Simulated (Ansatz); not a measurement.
**A computed series for TaN: pressure series**

Take TaN (space group P-6m2, No. 187; a = 2.936 Å, c = 2.885 Å) as the base.

Cell and atoms are relaxed at each pressure.

The values are results of r2SCAN (Ansatz, a quantum-chemistry and plane-wave program, PAW, spin-orbit coupling left out), earlier PAW set, not measurements.

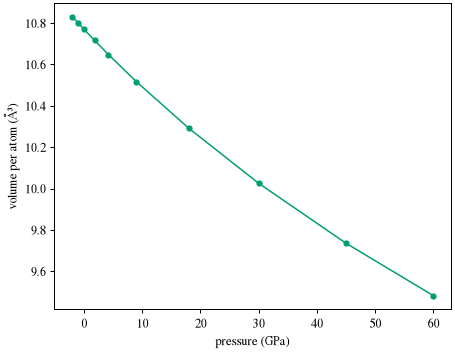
*Volume per atom against pressure*

```tsv
pressure (GPa)	volume per atom
-2	10.83 Å³
-1	10.80 Å³
1.8	10.72 Å³
4.2	10.65 Å³
9	10.52 Å³
18	10.29 Å³
30	10.03 Å³
45	9.74 Å³
60	9.48 Å³
```

A case with no gap was solved on a k-mesh chosen for an insulator, which is coarse for it. Load acts through the strain it causes; cell and atoms are relaxed under it. No phonon test of stability was made. No other phases were tried under pressure. All final runs are without spin polarisation. This is not the structure that TaN has at room temperature and ambient pressure.
